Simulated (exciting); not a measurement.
LiCNO, space group R3m, C K edge of atom 3, with 1 N at 1.19 Å and 1 O at 1.23 Å (linear, site symmetry 3m); the tensor is averaged over the atoms equivalent by symmetry. Method: exciting, all-electron LAPW+lo, LDA, exchange and screened direct term (singlet BSE), 4×4×4 shifted k points, 18 conduction bands, |G+q| up to 3 bohr⁻¹, full RPA screening with nempty = 40, Lorentzian half width 0.45 eV.

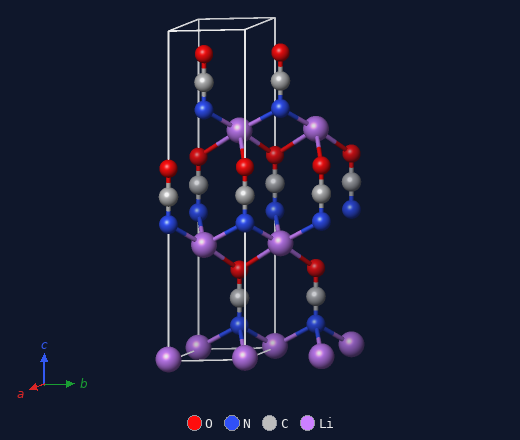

The structure (oxygen red, nitrogen blue, carbon light grey, lithium purple). Bonds to atoms that aren't drawn are left out. 1×2×1 conventional cells are drawn. Some periodic images of atoms are drawn too.

```xyz
4
Lattice="1.6440 0.9492 4.7621 -1.6440 0.9492 4.7621 0.0000 -1.8983 4.7621" Properties=species:S:1:pos:R:3 pbc="T T T"
O     0.0000    0.0000    8.3334
N     0.0000    0.0000    5.9139
C     0.0000    0.0000    7.1068
Li    0.0000    0.0000    0.0751
```

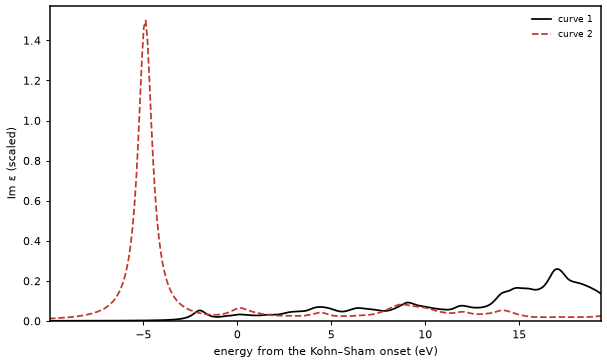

Energy from the Kohn–Sham onset, core level to the lowest empty state found on the meshes used; scaled to the maximum of the polarisation mean.

Question: The curves are the diagonal elements of Im ε for ε ∥ c and ⊥ c. Which is which?

Curve 1: ε ∥ c, maxima 9.1 eV (0.09), 14.9 eV (0.17) and 17.0 eV (0.26); 4 lower ones aren't listed. Curve 2: ε ⊥ c, maxima -4.9 eV (1.50). A K edge probes the empty p states along ε, which follow the bonds' lengths and directions.

[Banner, clock and machine lines of the logs are left out without a mark of their own.]

[Logs are printed without paths, hosts, clocks, repeated set-up lines and the standing remarks that a program may print on its own settings, such as how far it seeks lower states.]

[Hosts, paths, dates, database ids (printed as entryN), source tags and the programs' standing remarks are cut or masked in the printed files.]
